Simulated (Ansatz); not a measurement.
# ClFH$_{2}$HfO$_{2}$···H (doublet): what the fields show

Input file:

```
crystal:
  periodic: [false, false, false]
  atoms:
    - { symbol: Hf, position_ang: [0.0, 0.0, 0.0] }
    - { symbol: F, position_ang: [0.0, 0.0, 2.23] }
    - { symbol: O, position_ang: [1.952, 0.0, -0.6893] }
    - { symbol: H, position_ang: [2.2684, -0.9521, -0.806] }
    - { symbol: Cl, position_ang: [-1.1869, 2.0563, -0.8392] }
    - { symbol: O, position_ang: [-0.975, -1.6891, -0.6893] }
    - { symbol: H, position_ang: [-1.4296, -2.1548, 0.0831] }
    - { symbol: H, position_ang: [0.0, 0.0, 3.45] }
magnetization:
  spin_polarized: true
  initial_magnetization: 1
basis:
  gaussian: { orbitals: def2-SVP }
hamiltonian:
  xc: hf
relax:
  f_tol: 0.15
  max_steps: 25
  restrain:
    - { distance: [1, 7], at: 2.12, k: 30.0 }
    - { distance: [0, 1], at: 1.98, k: 30.0 }
output:
  orbitals: {}
```

Launched as:

```sh
ansatz run input.yaml --threads 2 --pin off --max-ram 3072MiB --backend cpu --events-out ev --progress --plain --runs-dir out
```

The fields are those of the run's last geometry, not of the input's.

Core potentials replace the inner electrons of Hf; not at a stationary point (largest force 1.1 eV/Å).

Computed with UHF/def2-SVP in Ansatz 0.2.0.

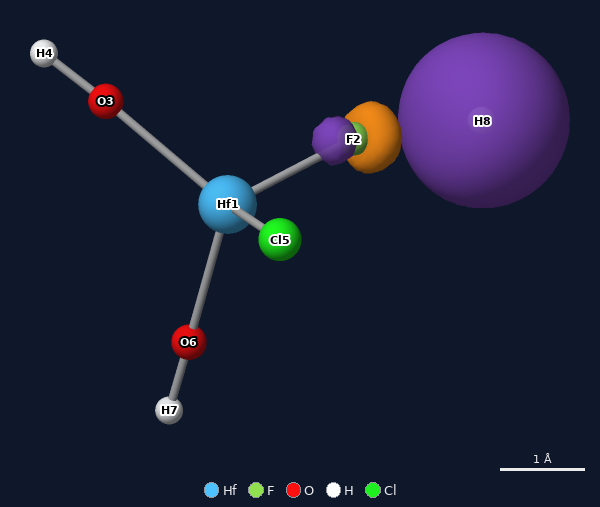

Figure 1. The HOMO (α) at ±0.2 Å⁻³ᐟ² (orange and purple are the two phases), seen at a tilt.

### What is the character of this orbital?

By Hirshfeld shares it lies mainly on H8 (about 90 %) and F2 (about 5 %). Its energy is −12.19 eV.

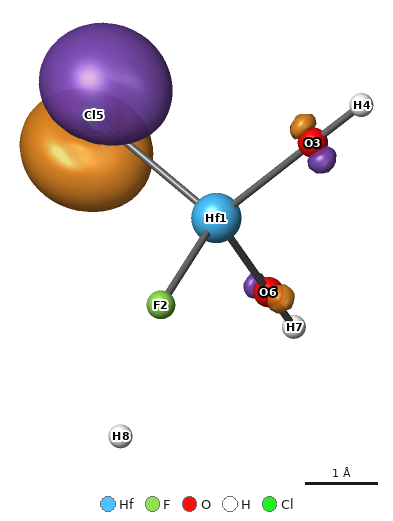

Figure 2. The HOMO−1 (α) at ±0.2 Å⁻³ᐟ² (orange and purple are the two phases), seen at an oblique angle.

### Where does this orbital lie, and at what energy?

Its weight (Hirshfeld) is mainly on Cl5 (about 85 %); largely a lone pair of Cl5. Its energy is −12.40 eV.
